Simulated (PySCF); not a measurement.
F$_{2}$

```csv
atom,x (Å),y (Å),z (Å)
F,0.0000,0.0000,-0.6885
F,0.0000,0.0000,0.6885
```

The calculation used PBE0/def2-TZVP, non-relativistic Hamiltonian with scalar-relativistic core potentials where named, at a bond length of 1.377 Å in PySCF.

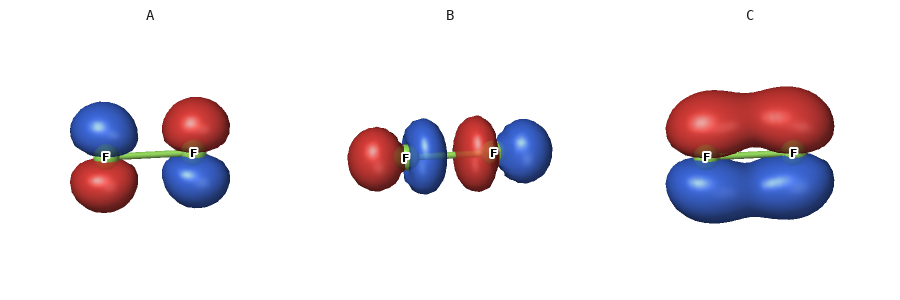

Figure 1. Three frontier orbitals, each drawn at the value that holds 80 % of its norm (blue and red are the two phases), in no order; of a degenerate pair one member is drawn.

**Name the orbitals and rank them from lowest to highest energy.**

Orbital C: πu, occupied, −15.49 eV; with no node between the nuclei, bonding.
Orbital A: πg, occupied, −11.59 eV; antibonding, with a node between the atoms.
Orbital B: σu, empty, −3.24 eV; antibonding, with a node between the atoms.

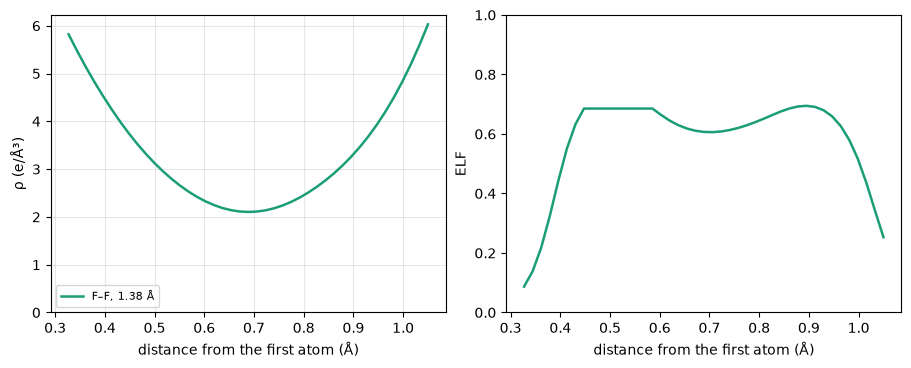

Figure 2. Total electron density and ELF along straight lines between neighbouring atoms. The curves leave out the atomic cores.

**What can be read from the curves?**

F–F (1.38 Å): ρ is about 2.1 e/Å³ halfway; the ELF peaks at about 0.70 between the atoms.
